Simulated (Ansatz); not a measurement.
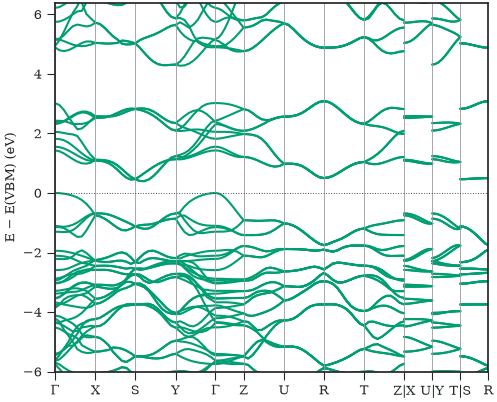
Fig. 1. Band structure from the program Ansatz at the r²SCAN level (PAW)

The gap is 0.37 eV; an edge lies off the plotted path or next to a special point (maximum at Γ, minimum off the standard path).

Task: Pick the material that matches.
(A) Cs2HgSe2, Pbam (Hg on 2a, Cs on 4h, Se on 4g)
(B) TlF3, Pnma (Tl on 4c, F on 8d, F on 4c)
(C) CsI3, Pnma (Cs on 4c, I on 4c, I on 4c, I on 4c)
(D) PdS2, Pbca (Pd on 4a, S on 8c)

Result: D, PdS2, Pbca (Pd on 4a, S on 8c)

The first step of the workflow began from a Materials Project structure, measured or hypothetical; the Crystallography Open Database files this formula in space group No. 61, but the cells were not matched. Whether it is the stable phase at ambient conditions was not checked. The r²SCAN relaxation kept the symmetry of its start; whether a distortion lowers the energy is not shown. The run is not spin-polarised. A crystal of weakly bound layers computed without a dispersion correction: the cell and the soft elastic constants depend strongly on that. Scalar-relativistic: spin–orbit coupling is off unless named, which matters more the heavier the elements.

Potentials: the later of the program's two PAW sets.
